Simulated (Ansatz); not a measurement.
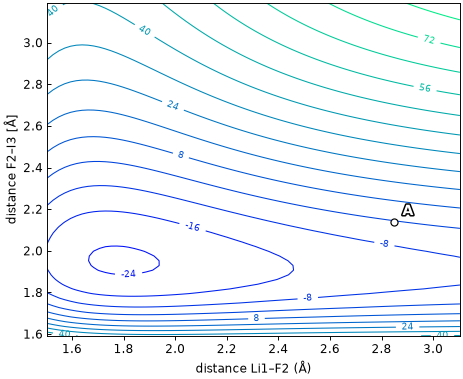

The system Li⁺ + FI. First axis: distance Li1–F2. Second axis: distance F2–I3. Nothing is relaxed (the angle Li1–F2–I3 is fixed at 120 degrees). Grid: 17 × 17 points. Energies are in kcal/mol, from Li with charge +1 far from the relaxed FI (each part in its own basis). The reference is spin-restricted, so regions where a bond is pulled apart into radicals lie too high. All numbers below come from RHF/def2-TZVPD (Ansatz).

The picture shows contour lines labelled in kcal/mol, the point A. Between grid points the surface is interpolated.

Question: Which way does the force act at A, and how strong is it?

Answer: A, at distance Li1–F2 = 2.849 Å, distance F2–I3 = 2.138 Å, is not a stationary point. The computed force is 13 kcal/mol for each Å towards smaller values of distance Li1–F2 and 77 kcal/mol for each Å towards smaller values of distance F2–I3.
